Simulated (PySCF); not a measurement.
Atomic calculation, with input and output: Co⁺

System: Co⁺, configuration 1s2 2s2 2p6 3s2 3p6 3d8, multiplicity 3.
Method: unrestricted LDA, aug-cc-pV5Z, non-relativistic, point nucleus (PySCF).

## Results in brief

- outcome: converged
- total energy: −1379.8995 hartree
- kinetic energy: 1379.3826 hartree
- ⟨S²⟩: 2.002
- ⟨L²⟩: 12.01
- SCF iterations: 7
- hardware: 1 thread of Arm Neoverse V1, 23 GiB of memory available, shared host
- wall time: 7.4 s

## Input
```python
from pyscf import gto, scf, dft, mp, cc
import basis_set_exchange as bse
mol = gto.M(atom="Co 0 0 0", charge=1, spin=2, symmetry="D2h",
            basis=gto.basis.parse(bse.get_basis("aug-cc-pV5Z", elements=["Co"], fmt="nwchem", header=False)))
mf = dft.UKS(mol, xc="LDA,VWN")
mf.irrep_nelec = {'Ag': (5, 3), 'B1g': (1, 1), 'B2g': (1, 1), 'B3g': (1, 1), 'B1u': (2, 2), 'B2u': (2, 2), 'B3u': (2, 2)}
mf.kernel()
```

The script is an equivalent of what the driver set up; the driver started from orbitals of its own, so the log can be shorter than this script's would be, and it computed the properties (radii, ⟨L²⟩, response) afterwards. It held the occupations shell by shell, which the script's counts by irreducible representation don't always enforce.

Launched within a batch (the task file carries these settings):
```bash
OMP_NUM_THREADS=1 python <driver script> TASK.json OUT
```

## The program's output (extracts)
```
damping factor = 0
level_shift factor = 0
DIIS = <class 'pyscf.scf.diis.CDIIS'>
diis_start_cycle = 1
diis_space = 10
diis_damp = 0
SCF conv_tol = 1e-09
SCF conv_tol_grad = None
number electrons alpha = 14  beta = 12
XC functionals = LDA,VWN
    P. A. M. Dirac.,  Math. Proc. Cambridge Philos. Soc. 26, 376 (1930)
    F. Bloch.,  Z. Phys. 57, 545 (1929)
    S. H. Vosko, L. Wilk, and M. Nusair.,  Can. J. Phys. 58, 1200 (1980)
cycle= 1 E= -1379.87763805737  delta_E= -0.0111  |g|= 0.323  |ddm|= 1.05
cycle= 2 E= -1379.78070233933  delta_E= 0.0969  |g|= 0.879  |ddm|= 0.423
cycle= 3 E= -1379.89761650318  delta_E= -0.117  |g|= 0.0968  |ddm|= 0.257
cycle= 4 E= -1379.89954294832  delta_E= -0.00193  |g|= 0.00252  |ddm|= 0.0419
cycle= 5 E= -1379.89954385269  delta_E= -9.04e-07  |g|= 0.000471  |ddm|= 0.00124
cycle= 6 E= -1379.89954389346  delta_E= -4.08e-08  |g|= 4.38e-05  |ddm|= 0.000206
cycle= 7 E= -1379.8995438938  delta_E= -3.32e-10  |g|= 2.52e-06  |ddm|= 1.49e-05
converged SCF energy = -1379.8995438938  <S^2> = 2.0022009  2S+1 = 3.0014669
```

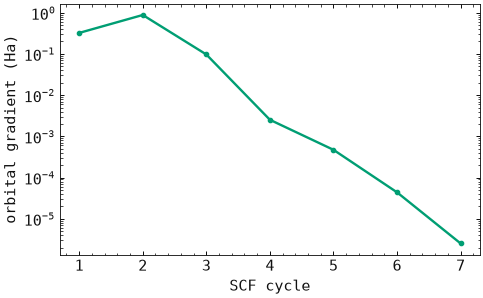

**Figure 1.** Convergence: orbital gradient against the SCF cycle. The residual comes down, with one marked jump up, by a factor of about 3, at step 2. It goes from 0.32 to 2.5×10⁻⁶ in 7 steps.

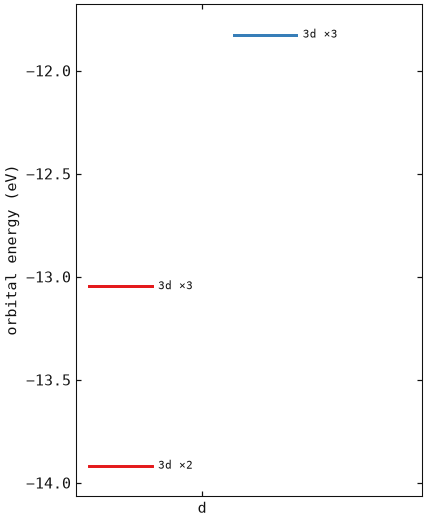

**Figure 2.** Orbital energies of the mean field, from the top down to −13.9 eV, by angular momentum, α spin at the left of each column and β at the right; ×n counts the orbitals under one label. The highest filled orbital is 3d β at −11.8 eV, the lowest empty one s α at −11.4 eV.
